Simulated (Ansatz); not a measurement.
**SiNH2+ (triplet): one geometry, many settings**

What do other methods and options give for SiNH2+ (triplet) at this geometry, and how long do they take?

Program: Ansatz 0.2.0, Gaussian basis. Level of theory: the settings change from run to run. These are calculated values, not measurements.

37 further runs of the same task are left out: 10 for a known fault of the program, 13 that didn't finish, 14 set aside as unsound or not needed.

**1. What is computed**

The geometry is a PBE0/def2-TZVP stationary point (not a proven minimum) of the parent state, kept for this charge and spin.

4 atoms, charge 1, spin multiplicity 3.

Atoms are counted from 1 here; the program's logs count them from 0.

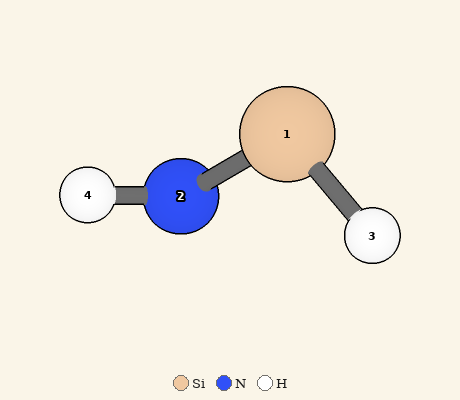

The structure; silicon light orange, nitrogen blue, hydrogen white; atoms are numbered from 1 in the order of the file.

Geometry (Å):

```
Si    0.0095   -0.1038    0.6022
N    -0.0872    0.1443   -1.1807
H     0.2656    1.1829    1.3191
H     0.6831   -0.2976   -1.6914
```

**2. CCSD on UHF/cc-pVDZ**

Contents of in.yaml:

```yaml
crystal:
  periodic: [false, false, false]
  atoms:
    - {symbol: Si, position_ang: [0.009460, -0.103752, 0.602203]}
    - {symbol: N, position_ang: [-0.087242, 0.144329, -1.180713]}
    - {symbol: H, position_ang: [0.265634, 1.182906, 1.319057]}
    - {symbol: H, position_ang: [0.683123, -0.297565, -1.691380]}
basis:
  gaussian: {orbitals: cc-pVDZ}
total_charge: 1
magnetization: {spin_polarized: true, initial_magnetization: 2}
correlation: {method: ccsd, electrons: valence}
```

Command:

```
$ ansatz run in.yaml --threads 1 --pin off --events-out ev --progress --plain --max-ram 2393MiB
```

Output, shortened:

```text
Functional definition: HF
  name "HF"
  cite "Fock, Z. Phys. 61, 126 (1930) doi:10.1007/BF01340294"
  parent pbe
[...]
407 factors; integrals over basis functions are off by at most 1.2e-3 eV
[...]
mean field -9365.25018904 eV, -344.1665964527 hartree, gradient 3.6e-6 eV, S^2 2.058777; 7 other end points of the search recorded, 0 dependent functions left out
determinant -9365.25018904 eV, -344.1665964527 hartree, with singles and doubles -9371.29915468 eV, -344.3888918398 hartree
determinant -9363.95918718 eV, -344.1191530094 hartree, with singles and doubles -9370.12485704 eV, -344.3457371975 hartree
determinant -9362.84668522 eV, -344.0782693165 hartree, with singles and doubles -9368.94332027 eV, -344.3023165219 hartree
determinant -9362.52873986 eV, -344.0665850399 hartree, with singles and doubles -9369.00361755 eV, -344.3045324062 hartree
6 core orbitals not correlated: weight in the atoms' cores, before any rotation towards them, 1.000 or more for the frozen orbitals, at most 0.000 for the correlated occupied ones
reference -9365.25018904 eV, -344.1665964527 hartree; 6, 4 occupied and 30, 32 virtual orbitals, 407 factors
second order -5.17097925 eV of doubles, -0.00000000 eV of singles
cycle   1  -6.04978468 eV  change   -8.2e-4 eV  update   2.0e-3
[...]
cycle  12  -6.05154346 eV  change    9.2e-6 eV  update   1.0e-5
Total energy: -9371.30173250 eV, -344.3889865730 hartree
```

Run time: 7 s. Hardware: 1 thread of Intel Xeon at 2.50GHz, shared host.

From the report: ⟨S²⟩ of the determinant 2.059 (pure triplet: 2.00); correlation -6.0515 eV; T1 0.027; largest double amplitude 0.04.

**3. NEVPT2(4,3)/cc-pVDZ**

Changes to in.yaml since step 2:

```diff
@@ -10,3 +10,4 @@
 total_charge: 1
-magnetization: {spin_polarized: true, initial_magnetization: 2}
-correlation: {method: ccsd, electrons: valence}
+magnetization: {spin_polarized: false, initial_magnetization: 2}
+correlation: {method: sc_nevpt2, electrons: outside_noble_gas, active_space: {window: {electrons: 4, orbitals: 3}, states: [{multiplicity: 3, weights: [1, 1]}]}}
+output: {forces: true}
```

Launched as before.

Output, shortened:

```text
Functional definition: HF
  name "HF"
  cite "Fock, Z. Phys. 61, 126 (1930) doi:10.1007/BF01340294"
  parent pbe
[...]
789 factors; integrals over basis functions are off by at most 1.6e-7 eV
[...]
mean field -9365.00531409 eV, -344.1575974644 hartree, gradient 1.9e-6 eV, S^2 2.000000; 5 other end points of the search recorded, 0 dependent functions left out
reference -9365.00531409 eV, -344.1575974644 hartree; 12, 10 occupied and 30, 32 virtual orbitals, 789 factors
state -9364.91619185 eV, -344.1543222822 hartree
state -9363.57388739 eV, -344.1049935032 hartree
state -9364.91619185 eV, -344.1543222822 hartree; corrected -9370.27408572 eV, -344.3512212502 hartree
state -9363.57388739 eV, -344.1049935032 hartree; corrected -9369.04102934 eV, -344.3059072643 hartree
[...]
Total energy: -9369.65755753 eV, -344.3285642573 hartree
Atom 0 at     0.009460    -0.103752     0.602203 Å, force    -0.383724     0.454946    -1.791460 eV/Å
Atom 1 at    -0.087242     0.144329    -1.180713 Å, force     0.557905    -0.438645     2.724272 eV/Å
Atom 2 at     0.265634     1.182906     1.319057 Å, force    -0.126768     0.112453     0.203556 eV/Å
Atom 3 at     0.683123    -0.297565    -1.691380 Å, force    -0.047413    -0.128754    -1.136369 eV/Å
Dipole moment:     0.218785    -0.135613     0.327334 e Å
```

Wall time 6 s (1 thread of Intel Xeon at 2.50GHz, shared host).

From the report: 9 determinants; active occupations (of the averaged states) 1.50, 1.50, 1.00.

**4. CISD/6-31G***

Contents of in.yaml:

```yaml
crystal:
  periodic: [false, false, false]
  atoms:
    - {symbol: Si, position_ang: [0.009460, -0.103752, 0.602203]}
    - {symbol: N, position_ang: [-0.087242, 0.144329, -1.180713]}
    - {symbol: H, position_ang: [0.265634, 1.182906, 1.319057]}
    - {symbol: H, position_ang: [0.683123, -0.297565, -1.691380]}
basis:
  gaussian: {orbitals: "6-31G*"}
total_charge: 1
magnetization: {spin_polarized: false, initial_magnetization: 2}
correlation: {active_space: {ras: {orbitals: [4, 2, 26], electrons: 10, max_holes: 2, max_particles: 2}, fixed_orbitals: true}}
```

Launched as before.

Output:

```text
Functional definition: HF
  name "HF"
  cite "Fock, Z. Phys. 61, 126 (1930) doi:10.1007/BF01340294"
  parent pbe
  exchange = exact_x
  correlation = 0
367 factors; integrals over basis functions are off by at most 8.0e-4 eV
mean field evaluation 1: about -9358.4755 eV, gradient 4.1e1 eV
mean field evaluation 2: about -9358.5053 eV, gradient 4.1e1 eV
mean field evaluation 4: about -9363.6368 eV, gradient 9.4e0 eV
mean field evaluation 8: about -9364.3133 eV, gradient 6.3e-1 eV
mean field evaluation 16: about -9364.3448 eV, gradient 1.8e-4 eV
mean field evaluation 32: about -9364.3191 eV, gradient 1.1e0 eV
mean field -9364.34478084 eV, -344.1333233148 hartree, gradient 2.6e-6 eV, S^2 2.000000; 5 other end points of the search recorded, 0 dependent functions left out
reference -9364.34478084 eV, -344.1333233148 hartree; 12, 10 occupied and 26, 28 virtual orbitals, 367 factors
state -9369.89490985 eV, -344.3372867940 hartree
Total energy: -9369.89490985 eV, -344.3372867940 hartree
```

Run time: 3.8 s. Hardware: 1 thread of Intel Xeon at 2.50GHz, shared host.

From the report: 97,536 determinants.

**5. BCCD on UHF/cc-pVDZ**

Contents of in.yaml:

```yaml
crystal:
  periodic: [false, false, false]
  atoms:
    - {symbol: Si, position_ang: [0.009460, -0.103752, 0.602203]}
    - {symbol: N, position_ang: [-0.087242, 0.144329, -1.180713]}
    - {symbol: H, position_ang: [0.265634, 1.182906, 1.319057]}
    - {symbol: H, position_ang: [0.683123, -0.297565, -1.691380]}
basis:
  gaussian: {orbitals: cc-pVDZ}
total_charge: 1
magnetization: {spin_polarized: true, initial_magnetization: 2}
correlation: {method: bccd, electrons: outside_noble_gas}
output: {forces: true}
```

The command is unchanged.

Output, shortened:

```text
Functional definition: HF
  name "HF"
  cite "Fock, Z. Phys. 61, 126 (1930) doi:10.1007/BF01340294"
  parent pbe
[...]
407 factors; integrals over basis functions are off by at most 1.2e-3 eV
[...]
mean field -9365.25018904 eV, -344.1665964527 hartree, gradient 3.6e-6 eV, S^2 2.058777; 7 other end points of the search recorded, 0 dependent functions left out
determinant -9365.25018904 eV, -344.1665964527 hartree, with singles and doubles -9371.29915468 eV, -344.3888918398 hartree
determinant -9363.95918718 eV, -344.1191530094 hartree, with singles and doubles -9370.12485704 eV, -344.3457371975 hartree
determinant -9362.84668522 eV, -344.0782693165 hartree, with singles and doubles -9368.94332027 eV, -344.3023165219 hartree
determinant -9362.52873986 eV, -344.0665850399 hartree, with singles and doubles -9369.00361755 eV, -344.3045324062 hartree
6 core orbitals not correlated: weight in the atoms' cores, before any rotation towards them, 1.000 or more for the frozen orbitals, at most 0.000 for the correlated occupied ones
reference -9365.25018904 eV, -344.1665964527 hartree; 6, 4 occupied and 30, 32 virtual orbitals, 407 factors
second order -5.17097925 eV of doubles, -0.00000000 eV of singles
cycle   1  -6.02878735 eV  change    2.0e-2 eV  update   1.1e-2
[...]
cycle  20  -6.02923186 eV  change   -1.5e-8 eV  update   2.9e-7
[...]
Total energy: -9371.27942090 eV, -344.3881666366 hartree
Atom 0 at     0.009460    -0.103752     0.602203 Å, force    -0.168131    -0.003627    -0.555213 eV/Å
Atom 1 at    -0.087242     0.144329    -1.180713 Å, force    -0.146769     0.139532     1.241914 eV/Å
Atom 2 at     0.265634     1.182906     1.319057 Å, force    -0.052815     0.169077     0.088313 eV/Å
Atom 3 at     0.683123    -0.297565    -1.691380 Å, force     0.367715    -0.304982    -0.775013 eV/Å
Dipole moment:     0.221625    -0.186643     0.292014 e Å
```

Run time: 13 s. Hardware: 1 thread of Intel Xeon at 2.50GHz, shared host.

From the report: ⟨S²⟩ of the determinant 2.059 (pure triplet: 2.00); correlation -6.0292 eV; largest double amplitude 0.04.

**6. CCSD(T) on ROHF/6-31++G****

Changes to in.yaml since step 5:

```diff
@@ -8,6 +8,7 @@
 basis:
-  gaussian: {orbitals: cc-pVDZ}
+  gaussian: {orbitals: "6-31++G**"}
 total_charge: 1
-magnetization: {spin_polarized: true, initial_magnetization: 2}
-correlation: {method: bccd, electrons: outside_noble_gas}
+magnetization: {spin_polarized: false, initial_magnetization: 2}
+correlation: {method: ccsd_t, electrons: outside_noble_gas}
+scf: {omitted_lower_state_checks: [cluster_reference]}
 output: {forces: true}
```

The command is unchanged.

Output, shortened:

```text
Functional definition: HF
  name "HF"
  cite "Fock, Z. Phys. 61, 126 (1930) doi:10.1007/BF01340294"
  parent pbe
[...]
479 factors; integrals over basis functions are off by at most 1.2e-3 eV
[...]
mean field -9364.55385224 eV, -344.1410065472 hartree, gradient 2.5e-6 eV, S^2 2.000000; 5 other end points of the search recorded, 0 dependent functions left out
6 core orbitals not correlated: weight in the atoms' cores, before any rotation towards them, 1.000 or more for the frozen orbitals, at most 0.000 for the correlated occupied ones
reference -9364.55385224 eV, -344.1410065472 hartree; 6, 4 occupied and 42, 44 virtual orbitals, 479 factors
second order -5.34376741 eV of doubles, -0.11084431 eV of singles
cycle   1  -5.91722130 eV  change   -4.6e-1 eV  update   8.0e-2
[...]
cycle  22  -6.26133856 eV  change   -3.3e-7 eV  update   4.1e-7
perturbative correction -0.19802730 eV, -0.0072773691 hartree
[...]
Total energy: -9371.01321810 eV, -344.3783838643 hartree
Atom 0 at     0.009460    -0.103752     0.602203 Å, force    -0.198455     0.285954    -0.681697 eV/Å
Atom 1 at    -0.087242     0.144329    -1.180713 Å, force     0.231216    -0.118590     1.435066 eV/Å
Atom 2 at     0.265634     1.182906     1.319057 Å, force    -0.095772    -0.055578    -0.050009 eV/Å
Atom 3 at     0.683123    -0.297565    -1.691380 Å, force     0.063010    -0.111787    -0.703360 eV/Å
Dipole moment:     0.245278    -0.209519     0.315015 e Å
Checks for a lower state left out: cluster_reference
```

Run time: 16 s. Hardware: 1 thread of Intel Xeon at 2.50GHz, shared host.

From the report: correlation -6.4594 eV; T1 0.042; largest double amplitude 0.04.

**7. CCSDT(Q)/B on ROHF/6-31G**

Changes to in.yaml since step 6:

```diff
@@ -8,7 +8,6 @@
 basis:
-  gaussian: {orbitals: "6-31++G**"}
+  gaussian: {orbitals: 6-31G, fitting: {mean_field: def2-universal-jkfit}}
 total_charge: 1
 magnetization: {spin_polarized: false, initial_magnetization: 2}
-correlation: {method: ccsd_t, electrons: outside_noble_gas}
-scf: {omitted_lower_state_checks: [cluster_reference]}
+correlation: {method: ccsdt_q_b, electrons: outside_noble_gas}
 output: {forces: true}
```

Same command.

Output, shortened:

```text
Functional definition: HF
  name "HF"
  cite "Fock, Z. Phys. 61, 126 (1930) doi:10.1007/BF01340294"
  parent pbe
[...]
241 factors; integrals over basis functions are off by at most 8.4e-2 eV
[...]
mean field -9362.73560673 eV, -344.0741872572 hartree, gradient 1.2e-6 eV, S^2 2.000000; 6 other end points of the search recorded, 0 dependent functions left out
[...]
determinant -9362.73560673 eV, -344.0741872572 hartree, with singles and doubles -9366.77226260 eV, -344.2225316241 hartree
determinant -9361.60301340 eV, -344.0325652201 hartree, with singles and doubles -9365.80118100 eV, -344.1868450337 hartree
6 core orbitals not correlated: weight in the atoms' cores, before any rotation towards them, 1.000 or more for the frozen orbitals, at most 0.000 for the correlated occupied ones
reference -9362.73560673 eV, -344.0741872572 hartree; 6, 4 occupied and 14, 16 virtual orbitals, 241 factors
second order -3.29124934 eV of doubles, -0.06183639 eV of singles
cycle   1  -3.67246038 eV  change   -3.2e-1 eV  update   9.4e-2
[...]
cycle  31  -4.18893391 eV  change   -2.2e-7 eV  update   3.2e-7
perturbative correction -0.01118341 eV, -0.0004109829 hartree
[...]
Total energy: -9366.93572406 eV, -344.2285387220 hartree
Atom 0 at     0.009460    -0.103752     0.602203 Å, force    -0.538936    -0.504888     1.165517 eV/Å
Atom 1 at    -0.087242     0.144329    -1.180713 Å, force     0.242899    -0.034876    -0.028228 eV/Å
Atom 2 at     0.265634     1.182906     1.319057 Å, force     0.075640     0.603913     0.289644 eV/Å
Atom 3 at     0.683123    -0.297565    -1.691380 Å, force     0.220397    -0.064148    -1.426933 eV/Å
Dipole moment:     0.288532    -0.225304     0.270426 e Å
```

Wall time 58 s (1 thread of Intel Xeon at 2.50GHz, shared host).

From the report: correlation -4.2001 eV; T1 0.045; largest double amplitude 0.08.

**8. All runs side by side**

Where basis and cores are those of an earlier UCCSDT(Q)/cc-pVDZ run (-9371.5403 eV), and the state is the same kind, the miss against it is given.

```
                                       level         correlated  functions  energy (eV)  from UCCSDT(Q) (meV)   time
                         CCSD on UHF/cc-pVDZ            valence         42   -9371.3017                 238.6    7 s
NEVPT2(4,3)/cc-pVDZ (mean of several states)  outside noble gas         42   -9369.6576                          6 s
                                 CISD/6-31G*  outside noble gas         38   -9369.8949                        3.8 s
                         BCCD on UHF/cc-pVDZ  outside noble gas         42   -9371.2794                 260.9   13 s
                   CCSD(T) on ROHF/6-31++G**  outside noble gas         54   -9371.0132                         16 s
                    CCSDT(Q)/B on ROHF/6-31G  outside noble gas         26   -9366.9357                         58 s
```

**9. Summary of results**

| quantity | value |
| --- | --- |
| runs | 6 |
| quickest | CISD/6-31G*, 3.8 s |
| slowest | CCSDT(Q)/B on ROHF/6-31G, 58 s |

**Reading.** Total energies in different bases, with other cores or another treatment of relativity can't be set against each other. CCSDT(Q)/B on ROHF/6-31G took 15 times as long as CISD/6-31G*; the jobs differ in more than the method. Among the correlated runs with a miss given, it spans +239 to +261 meV.
